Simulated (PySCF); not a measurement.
Input file:

```
{"job": {"kind": "nmr", "xc": "PBE0", "basis": "pcSseg-1"}, "charge": 0, "multiplicity": 1}
C     -1.115876    -0.795559     1.225900
C     -1.266750    -0.300085    -0.212103
C     -1.508060     1.209326    -0.202566
C     -2.485062    -0.985800    -0.845747
C     -0.027219    -0.650040    -1.043441
Si     1.707794    -0.038688    -0.484805
Si     2.480618    -1.104980     1.432245
Si     1.959090     2.271563    -0.495136
H     -0.328470    -0.253313     1.744769
H     -0.872701    -1.855619     1.243554
H     -2.044432    -0.650233     1.774889
H     -0.702652     1.731472     0.308696
H     -2.439607     1.437809     0.312052
H     -1.576293     1.594578    -1.217671
H     -3.392937    -0.739620    -0.298343
H     -2.365262    -2.067366    -0.837281
H     -2.611951    -0.665153    -1.877994
H     -0.191839    -0.287145    -2.061710
H      0.028212    -1.739590    -1.123839
H      2.540202    -0.544310    -1.608519
H      3.938174    -1.254636     1.402971
H      1.939573    -2.447505     1.667075
H      2.181799    -0.333643     2.645134
H      3.345242     2.638942    -0.796219
H      1.661477     2.854647     0.819353
H      1.125885     2.997562    -1.457989
```

Command:

```sh
OMP_NUM_THREADS=1 python probes_run.py task.json out
```

Geometry: GFN2-xTB.

Level of theory: PBE0/pcSseg-1, SCF density, gas phase, non-relativistic (PySCF).

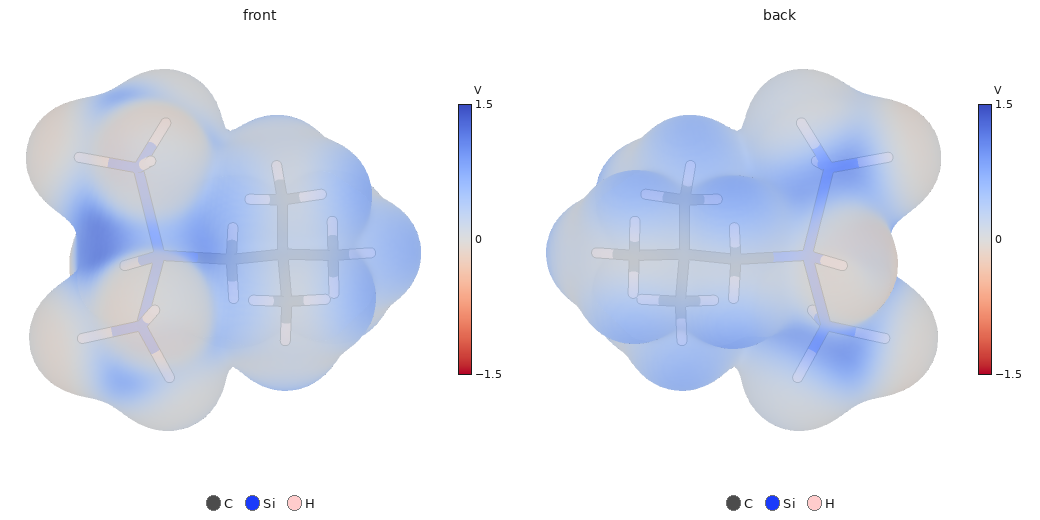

C5H18Si3 (SMILES CC(C)(C)C[SiH]([SiH3])[SiH3]). The electrostatic potential painted on the density surface at 0.002 e/bohr³, seen from the front and from behind; red is negative and blue positive.

Question: Which sites attract a positive test charge, and which a negative one?

Answer: A positive charge is drawn to the negative regions and a negative charge to the positive ones. The most negative region (about −0.1 V) lies over the H atoms, the most positive (about +1.1 V, or +25 kcal/mol for a unit charge) over Si6, Si7 and Si8.

Question: What dipole moment does the calculation give?

Answer: Its dipole moment is 1.39 D.
